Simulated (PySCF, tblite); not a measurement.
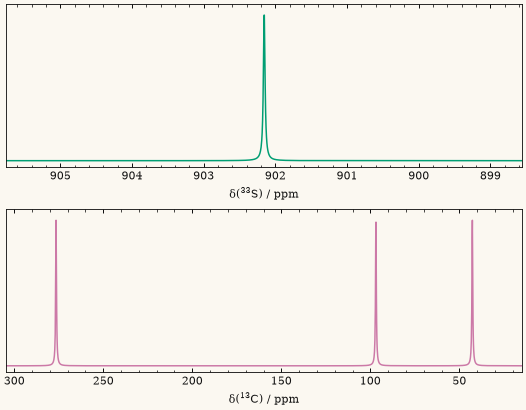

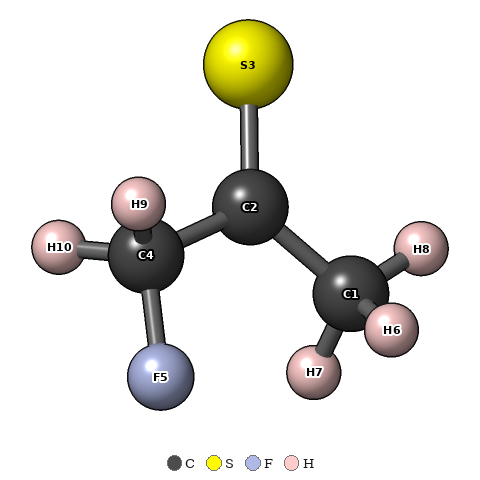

Spectrum and numbered structure of C₃H₅FS, SMILES CC(=S)CF. GIAO shifts, PBE0/pcSseg-1 in PySCF 2.14.0, at a GFN2-xTB geometry (a minimum by its frequencies), against CS₂ for ³³S and TMS for ¹³C computed at the same level. Gas phase, fully decoupled, line heights follow the number of nuclei, widths are arbitrary (no quadrupolar broadening); values of one conformer, averaged over methyl-type rotors and exact or near symmetry; other conformers aren't averaged in.

Q: Where does the ³³S line lie?

A: At 902.2 ppm (S3).

Q: Which atoms give which ¹³C line?

A:
```tsv
δ (ppm)	nuclei	atoms
276.5	1	C2
96.9	1	C4
42.7	1	C1
```

Known limits of this run: the tight-binding geometry is rougher than a DFT one and adds to the error.
